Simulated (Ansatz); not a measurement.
```xyz
11
charge 0, multiplicity 1
C    -0.6970    0.0144    1.1857
C     0.5045    0.6483    0.5031
C     0.9541   -0.1377   -0.7055
O     2.1159   -0.4407   -0.8669
Zn   -0.2793   -0.7730   -2.1550
H    -1.0571    0.6370    2.0061
H    -0.4467   -0.9675    1.5939
H    -1.5300   -0.1179    0.4873
H     1.3525    0.7595    1.1855
H     0.2345    1.6486    0.1386
H    -1.0862   -1.3282   -3.3523
```

Describe the molecule in this file.

The molecule is C3H6OZn. As SMILES it reads `CC[C](=O)[ZnH]`. The point group is C1. Coordination: 2 C tetrahedral; 1 C trigonal planar; 1 Zn linear.

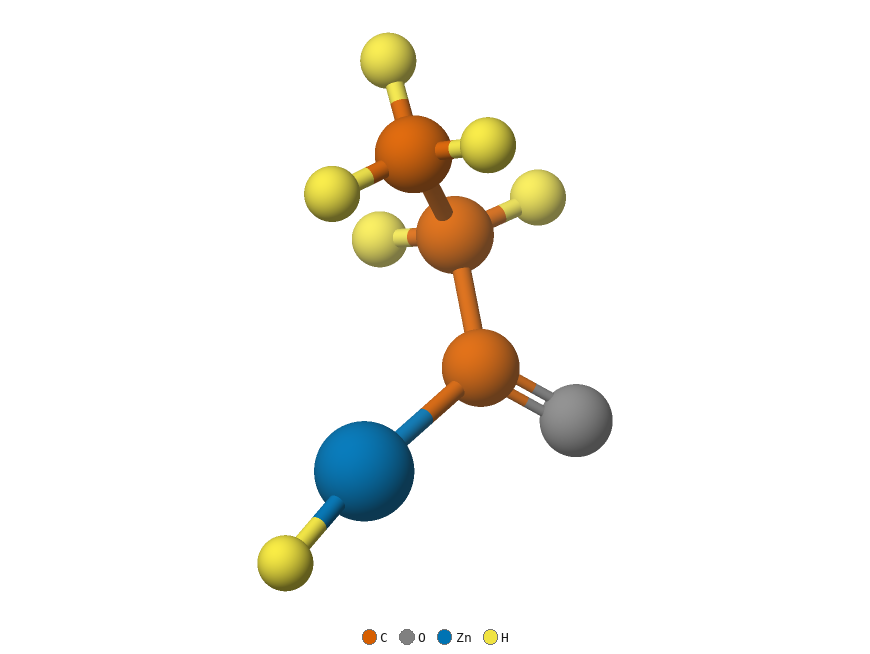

Simulated data, not a measurement (program: Ansatz).
